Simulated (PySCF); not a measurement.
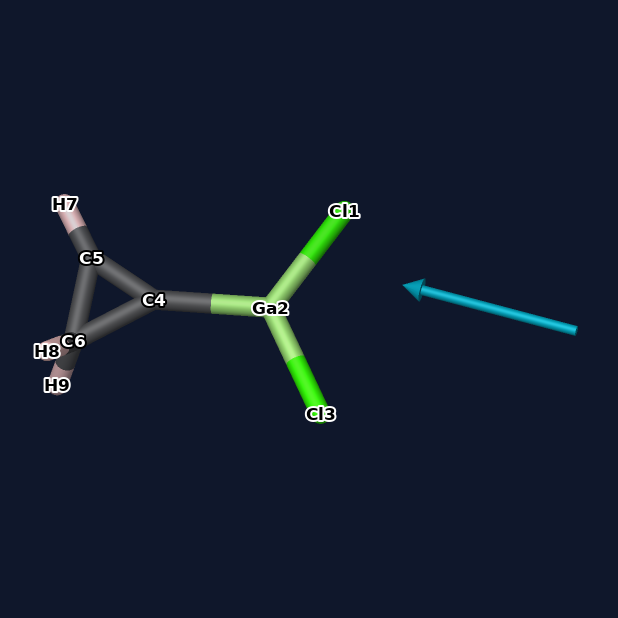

The arrow beside the molecule shows the direction of the dipole moment, from the negative to the positive end (its length means nothing). The computed structure is the end point of a GFN2-xTB optimisation. No frequency run is at hand to confirm it as a minimum. Method: B3LYP/def2-SVPD, gas phase (PySCF 2.14.0).

Question: Estimate the dipole moment.

Answer: 2.10 D; it points from the side of Cl3 to the side of H7 (the outermost atoms at the two ends).

The geometry is semi-empirical. Around Ga such bond lengths and angles can be off by a tenth of an ångström or more and by several degrees, and values that hang on the shape move with them.
